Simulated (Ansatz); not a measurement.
# ICl (iodine monochloride) at PBE-QIDH/def2-TZVP (core potential)

Aim: the vertical singlet–triplet gap of ICl (iodine monochloride) at PBE-QIDH/def2-TZVP (core potential), from 2 runs. 

The calculation is run with Ansatz 0.2.0.

34 further runs of the same task are left out: 34 set aside as unsound or not needed.

## (1) The molecule

The species is ICl (2 atoms), meant as a singlet with charge 0. As SMILES, `ClI`. The coordinates come from a PBE0-D4/def2-TZVP relaxation.

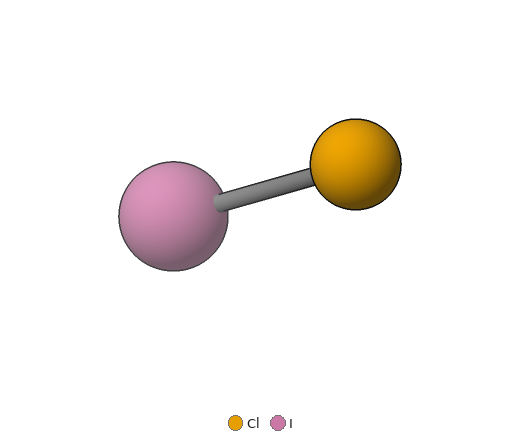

The structure, seen from a chosen angle (chlorine amber, iodine pink).

## (2) A single-point energy at PBE-QIDH/def2-TZVP (core potential)

File molecule.yaml:

```yaml
crystal:
  periodic: [false, false, false]
  atoms:
    - {symbol: Cl, position_ang: [-0.000000, 0.000000, -0.002580]}
    - {symbol: I, position_ang: [0.000000, -0.000000, 2.309100]}
basis:
  gaussian:
    orbitals: def2-TZVP
hamiltonian:
  xc: {name: PBE-QIDH}
correlation:
  frozen_orbitals: {Cl: 5, I: 4}
accuracy: high
output: {orbitals: {seedname: orbitals}}
```

Started as:

```bash
$ ansatz run molecule.yaml --threads 1 --pin off --max-ram 3480MiB --events-out events.jsonl --progress --plain --runs-dir runs
```

Standard output:

```text
Warning: RAYON_NUM_THREADS=1 ignored (pool sized by the plan → 1); use --threads N
Functional definition: PBE-QIDH
  name "PBE-QIDH"
  parameter a = 3^(-1/3)
  parameter c = 1/3
  exchange = (1 - a)*pbe_x + a*exact_x
  correlation = (1 - c)*pbe_c + c*(mp2_os + mp2_ss)
1343 factors; integrals over basis functions are off by at most 3.2e-9 eV
mean field evaluation 1: about -20606.4200 eV, gradient 1.1e1 eV
mean field evaluation 2: about -20606.5495 eV, gradient 1.1e1 eV
mean field evaluation 4: about -20606.8462 eV, gradient 1.1e0 eV
mean field evaluation 8: about -20606.8518 eV, gradient 1.1e-2 eV
mean field evaluation 16: about -20606.8518 eV, gradient 1.2e-5 eV
mean field -20606.85176088 eV, -757.2878343864 hartree, gradient 3.8e-8 eV, S^2 0.000000; 0 other end points of the search recorded, 0 dependent functions left out
9 core orbitals not correlated: weight in the atoms' cores, before any rotation towards them, 1.000 or more for the frozen orbitals, at most 0.000 for the correlated occupied ones
reference -20606.85176151 eV, -757.2878344099 hartree; 12, 12 occupied and 66, 66 virtual orbitals, 1343 factors
second order -20.38989161 eV of doubles, -0.00000000 eV of singles
Total energy: -20613.64839205 eV, -757.5376059751 hartree
```

Run time: 5.7 s. Hardware: 1 thread of Arm Neoverse V2, shared host; peak memory 0.21 GiB.

## (3) The triplet, same level

File in.yaml:

```yaml
crystal:
  periodic: [false, false, false]
  atoms:
    - {symbol: Cl, position_ang: [-0.000000, 0.000000, -0.002580]}
    - {symbol: I, position_ang: [0.000000, -0.000000, 2.309100]}
basis:
  gaussian:
    orbitals: def2-TZVP
magnetization:
  spin_polarized: true
  initial_magnetization: 2
hamiltonian:
  xc: {name: PBE-QIDH}
correlation:
  frozen_orbitals: {Cl: 5, I: 4}
accuracy: high
output: {orbitals: {seedname: orbitals}}
```

Started as:

```bash
$ ansatz run in.yaml --threads 1 --pin off --max-ram 3480MiB --events-out events.jsonl --progress --plain --runs-dir runs
```

Standard output, shortened:

```text
Warning: RAYON_NUM_THREADS=1 ignored (pool sized by the plan → 1); use --threads N
[... 2 set-up lines as earlier in the session ...]
[...]
1343 factors; integrals over basis functions are off by at most 3.2e-9 eV
[...]
mean field -20604.68320547 eV, -757.2081414450 hartree, gradient 4.3e-8 eV, S^2 2.013908; 0 other end points of the search recorded, 0 dependent functions left out
9 core orbitals not correlated: weight in the atoms' cores, before any rotation towards them, 1.000 or more for the frozen orbitals, at most 0.000 for the correlated occupied ones
reference -20604.68320613 eV, -757.2081414694 hartree; 13, 11 occupied and 65, 67 virtual orbitals, 1343 factors
second order -20.10267013 eV of doubles, -0.00000000 eV of singles
Total energy: -20611.38409617 eV, -757.4543946365 hartree
```

It took 9 s on 1 thread of Arm Neoverse V2, shared host; peak memory 0.29 GiB.

## (4) Results

At PBE-QIDH/def2-TZVP (core potential), 9 core orbitals frozen:

| quantity | value |
| --- | --- |
| singlet: total energy | -757.53761 Eh |
| singlet: HOMO energy (SCF part's orbitals) | -9.66 eV |
| singlet: LUMO energy (SCF part's orbitals) | -1.55 eV |
| singlet: HOMO–LUMO gap (SCF part's orbitals) | 8.11 eV |
| triplet: total energy | -757.45439 Eh |
| triplet: HOMO energy (SCF part's orbitals) (highest over α and β) | -7.49 eV |
| triplet: LUMO energy (SCF part's orbitals) (lowest over α and β) | -3.70 eV |
| triplet: ⟨S²⟩ | 2.014 |
| vertical energy of the triplet above the singlet | 2.264 eV |

In words: At this shape the triplet lies 2.26 eV (52 kcal/mol) above the singlet.
